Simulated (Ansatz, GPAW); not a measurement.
# Na/Pt(110): simulated STM images, part 2 of 3

Aim: Tersoff-Hamann images of Na/Pt(110) at several biases.

GPAW 26.7.0 and Ansatz 0.2.0; Ansatz plane waves; slab in vacuum with a dipole correction, relaxation (the session's first sound run).

So far: Starting point; Relaxing the atoms.

### 2. Relaxing the atoms (continued)

The valence density, planar mean oscillates, so the rows of the table below give means over windows of 1 Å about each position, cut where the curve ends. Its maxima inside the range that stand out by 2 % of the span (Å: e/Å³): 7.1: 1.47, 8.4: 1.53, 9.7: 1.50, 11.3: 1.53, 12.5: 1.50, 14.5: 1.07. Its minima: 7.6: 0.852, 9.1: 0.835, 10.6: 0.636, 11.9: 1.05, 13.8: 0.143.

Table of valence density, planar mean by z; means over each step:

| z (Å) | valence density, planar mean (e/Å³) |
| --- | --- |
| 3 | 4.1e-5 |
| 4 | 6.3e-4 |
| 5 | 0.0103 |
| 6 | 0.233 |
| 7 | 1.24 |
| 8 | 1.17 |
| 9 | 1.09 |
| 10 | 1.19 |
| 11 | 1.14 |
| 12 | 1.25 |
| 13 | 0.913 |
| 14 | 0.419 |
| 15 | 0.429 |
| 16 | 0.0129 |
| 17 | 0.00333 |
| 18 | 7.1e-4 |
| 19 | 1.4e-4 |

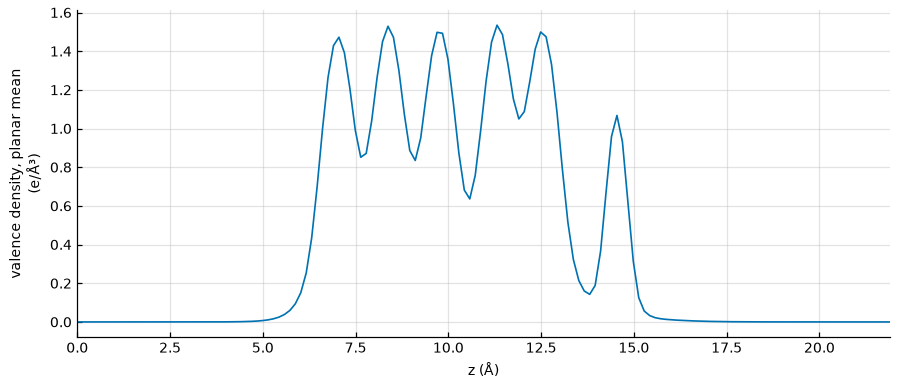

Valence density, planar mean, plotted against z.

The relaxation lowered the energy of the cell by 0.316 eV.

### 3. The slab's potential

The work function is the vacuum plateau of the electrostatic potential less the Fermi level; a dipole layer lets the two faces have plateaus of their own.

This step: GPAW, PAW setups; slab in vacuum (GPAW 26.7.0).

File run.py:

```python
import json
import numpy as np
from ase import Atoms
from ase.dft.stm import STM
from gpaw import GPAW, PW

slab = Atoms(
    ['Pt', 'Pt', 'Pt', 'Pt', 'Pt', 'Na'],
    positions=[
        [0.00000, 0.00000, 7.00000],
        [1.96000, 1.38593, 8.38593],
        [0.00000, 0.00000, 9.77186],
        [1.96000, 1.38593, 11.31578],
        [0.00000, 0.00000, 12.56951],
        [1.96000, 0.00000, 14.53859]],
    cell=[[3.92, 0.0, 0.0], [0.0, 2.77186, 0.0], [0.0, 0.0, 22.03643]],
    pbc=[True, True, False])

slab.calc = GPAW(mode=PW(400), xc='PBE', kpts={'size': (8, 11, 1), 'gamma': True},
                 occupations={'name': 'fermi-dirac', 'width': 0.1}, nbands='140%',
                 convergence={'density': 1e-05}, maxiter=200,
                 poissonsolver={'dipolelayer': 'xy'},
                 symmetry={'tolerance': 1e-3}, txt='slab.txt')
result = {}
energy = slab.get_potential_energy()
fermi = slab.calc.get_fermi_level()
v = slab.calc.get_electrostatic_potential().mean((0, 1)) - fermi
n = slab.calc.get_pseudo_density().mean((0, 1))
L = slab.cell[2, 2]
z = np.arange(len(v)) * L / len(v)
low, high = slab.positions[:, 2].min(), slab.positions[:, 2].max()
below, above = np.interp([low - 4.8, high + 4.8], z, v)
slopes = [np.interp(x, z, np.gradient(v, z)) for x in (low - 4.8, high + 4.8)]
eps = np.array([[slab.calc.get_eigenvalues(k, s) for k in range(len(slab.calc.get_ibz_k_points()))]
                for s in range(slab.calc.get_number_of_spins())]) - fermi
top, bottom = eps[eps < 0].max(), eps[eps > 0].min()
dipole = slab.get_dipole_moment()[2]
print(f'energy {energy:.4f} eV, Fermi level {fermi:.4f} eV, dipole {dipole:.5f} e A')
print(f'potential 4.8 A off the faces, from the Fermi level: lower {below:.4f} eV, upper {above:.4f} eV')
print(f'slope of the potential there: lower {slopes[0]:.5f}, upper {slopes[1]:.5f} eV/A')
print(f'nearest levels on the mesh: {top:.4f} and {bottom:.4f} eV')
print('magnetic moment', round(slab.get_magnetic_moment(), 3))
result.update(energy=energy, fermi=fermi, dipole=dipole, below=below, above=above, slopes=slopes, edges=[top, bottom],
              z=z.tolist(), v=v.tolist(), n=n.tolist(), positions=slab.positions.tolist(),
              forces=slab.get_forces(apply_constraint=False).tolist(), moments=slab.get_magnetic_moments().tolist())

# Images need the states of the whole zone, up to time reversal
slab.calc = slab.calc.fixed_density(symmetry={'point_group': False}, txt='states.txt',
                                    convergence={'bands': 'CBM+1.3'})
stm = STM(slab)
result['stm'] = []
for bias in [-1.0, 1.0]:
    height = high + 3.5
    current = stm.get_averaged_current(bias, height)
    x, y, h = stm.scan(bias, current)
    i, f = divmod(height / L * stm.ldos.shape[2], 1)
    I = abs((1 - f) * stm.ldos[:, :, int(i)] + f * stm.ldos[:, :, int(i) + 1])
    print(f'bias {bias} V: mean current at 3.5 A {current:.4e}, corrugation {np.ptp(h):.4f} A')
    result['stm'].append(dict(bias=bias, current=current, h=(h - high).tolist(), I=I.tolist()))
json.dump(result, open('result.json', 'w'))
```

Run with:

```
OMP_NUM_THREADS=1 OPENBLAS_NUM_THREADS=1 python run.py
```

Numbers of over 12 decimals in the logs are rounded to 6 here.

Output:

```text
energy -31.6365 eV, Fermi level 1.6399 eV, dipole 0.16873 e A
potential 4.8 A off the faces, from the Fermi level: lower 5.2591 eV, upper 2.4428 eV
slope of the potential there: lower -0.00034, upper 0.00687 eV/A
nearest levels on the mesh: -0.0068 and 0.0163 eV
magnetic moment 0.0
bias -1.0 V: mean current at 3.5 A 1.9998e-04, corrugation 0.0589 A
bias 1.0 V: mean current at 3.5 A 1.2452e-03, corrugation 0.0913 A
```

The job ended after 5.4 min (1 thread of Intel Xeon Platinum 8488C (Sapphire Rapids), shared host; peak memory 0.63 GiB).

Numbers from this step:

| Quantity | Value |
| --- | --- |
| dipole along the normal | 0.1687 e·Å |
| levels nearest the Fermi level on the mesh | -0.006781, 0.01627 eV from the Fermi level |
| upper work function | 2.443 eV |
| lower work function | 5.259 eV |
| corrugation -1 | 0.05889 Å |
| corrugation 1 | 0.09131 Å |

The electrostatic potential energy of an electron (without an applied field's), less the Fermi level, planar mean oscillates, so the rows of the table below give means over windows of 2 Å about each position, cut where the curve ends. Its maxima inside the range that stand out by 2 % of the span (Å: eV): 1.6: 5.26, 7.7: -7.74, 9.1: -8.33, 10.5: -5.71, 12.0: -10.5, 13.6: 0.585. Its minima: 7.0: -14.9, 8.4: -15.9, 9.8: -15.7, 11.3: -16.1, 12.5: -15.5, 14.6: -3.78.

Table of electrostatic potential energy of an electron (without an applied field's), less the Fermi level, planar mean by z; means over each step:

| z (Å) | electrostatic potential energy of an electron (without an applied field's), less the Fermi level, planar mean (eV) |
| --- | --- |
| 0 | 5.00 |
| 2 | 5.26 |
| 4 | 5.23 |
| 6 | -0.833 |
| 8 | -11.8 |
| 10 | -10.3 |
| 12 | -13.2 |
| 14 | -2.07 |
| 16 | 1.02 |
| 18 | 2.38 |
| 20 | 2.44 |

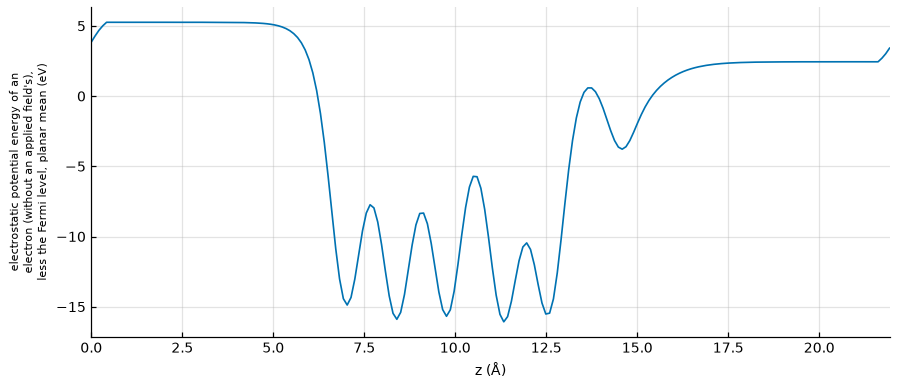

Electrostatic potential energy of an electron (without an applied field's), less the Fermi level, planar mean, plotted against z.

The pseudo valence density, planar mean oscillates, so the rows of the table below give means over windows of 1 Å about each position, cut where the curve ends. Its maxima inside the range that stand out by 2 % of the span (Å: e/Å³): 6.9: 1.47, 8.4: 1.56, 9.9: 1.49, 11.3: 1.57, 12.6: 1.54, 14.5: 0.790. Its minima: 7.8: 0.662, 9.0: 0.648, 10.5: 0.526, 12.0: 0.776, 13.9: 0.147.

Pseudo valence density, planar mean against z; means over each step:

| z (Å) | pseudo valence density, planar mean (e/Å³) |
| --- | --- |
| 3 | 4.3e-5 |
| 4 | 6.5e-4 |
| 5 | 0.0105 |
| 6 | 0.191 |
| 7 | 1.13 |
| 8 | 1.04 |
| 9 | 0.932 |
| 10 | 1.09 |
| 11 | 1.04 |
| 12 | 1.08 |
| 13 | 0.818 |
| 14 | 0.337 |
| 15 | 0.328 |
| 16 | 0.0132 |
| 17 | 0.00337 |
| 18 | 7.3e-4 |
| 19 | 1.4e-4 |

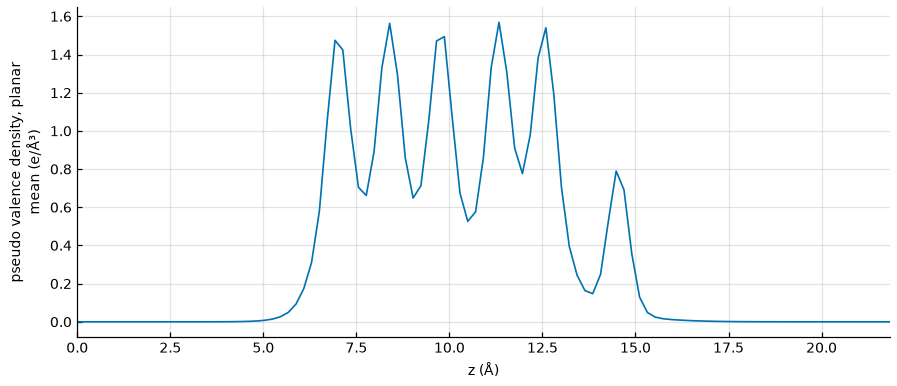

Pseudo valence density, planar mean against z.

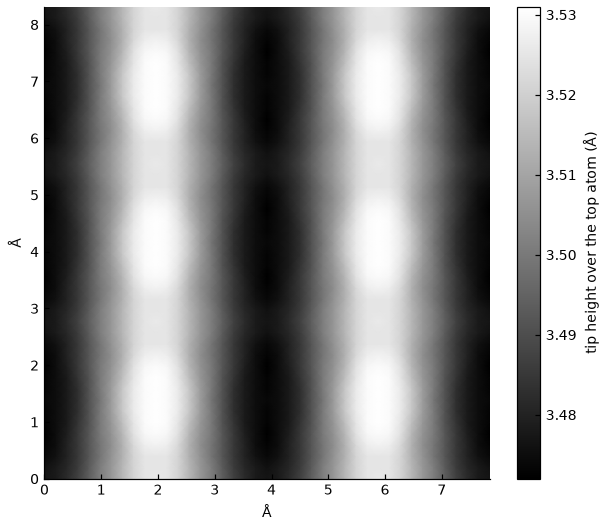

Tip height over the top atom over a1 and a2. Sample bias -1 V, constant current at the mean current 3.5 Å over the top atom. The cell is repeated, with its origin at the lower left corner.

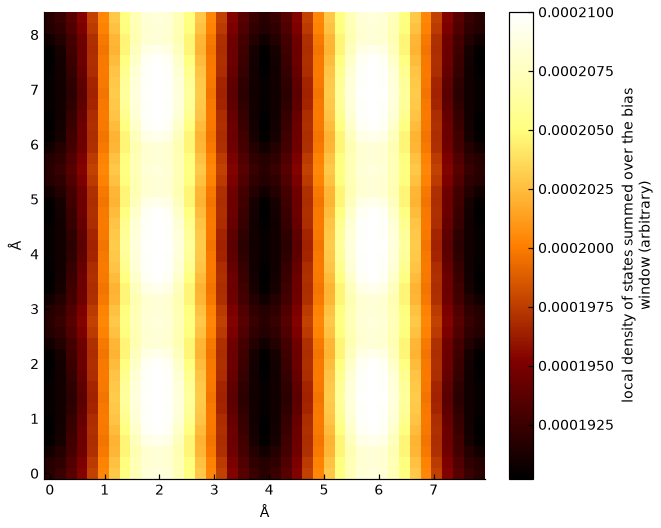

Local density of states summed over the bias window over a1 and a2. Sample bias -1 V, constant height 3.5 Å over the top atom. The cell is repeated, with its origin at the lower left corner.

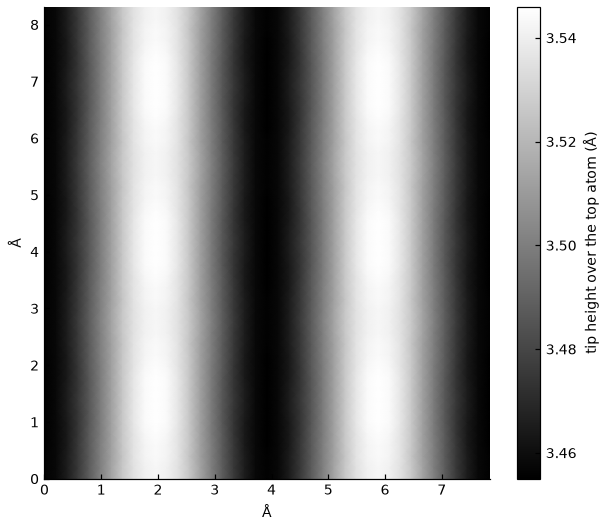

Tip height over the top atom over a1 and a2. Sample bias 1 V, constant current at the mean current 3.5 Å over the top atom. The cell is repeated, with its origin at the lower left corner.

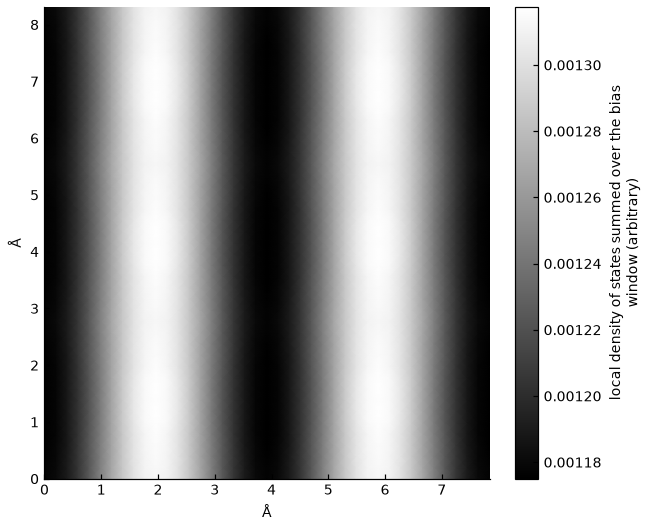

Local density of states summed over the bias window over a1 and a2. Sample bias 1 V, constant height 3.5 Å over the top atom. The cell is repeated, with its origin at the lower left corner.

Force by atom:

| atom | x (eV/Å) | y (eV/Å) | z (eV/Å) | size |
| --- | --- | --- | --- | --- |
| Pt1 | 0.000 | 0.000 | 0.351 | 0.351 |
| Pt2 | 0.000 | 0.000 | -0.696 | 0.696 |
| Pt3 | 0.000 | 0.000 | 0.363 | 0.363 |
| Pt4 | 0.000 | 0.000 | -0.012 | 0.012 |
| Pt5 | 0.000 | 0.000 | 0.003 | 0.003 |
| Na6 | 0.000 | 0.000 | -0.008 | 0.008 |

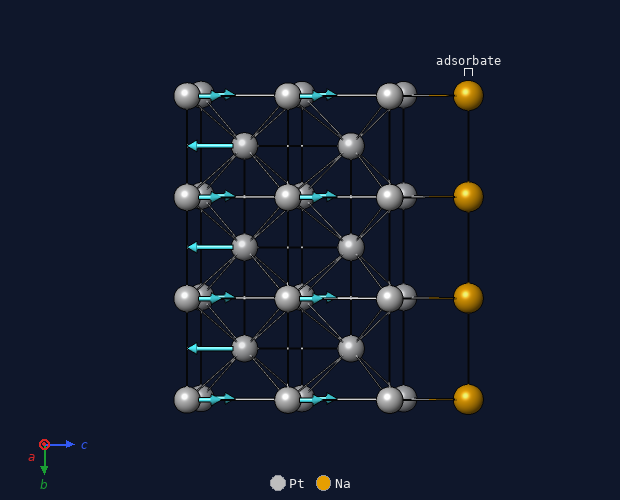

Force as arrows, the longest 0.696 eV/Å. 1×3×1 cells are drawn. Some periodic images of atoms are drawn too.

The potential is flat to 0.007 eV/Å where it is read, so the vacuum is wide enough. The geometry is the other program's minimum; here the largest force on a free atom is 0.012 eV/Å.

(Part 2 of 3 ends here.)

[Logs are printed without paths, hosts, clocks, repeated set-up lines and the standing remarks that a program may print on its own settings, such as how far it seeks lower states.]

[Hosts, paths, dates, database ids (printed as entryN), source tags and the programs' standing remarks are cut or masked in the printed files.]
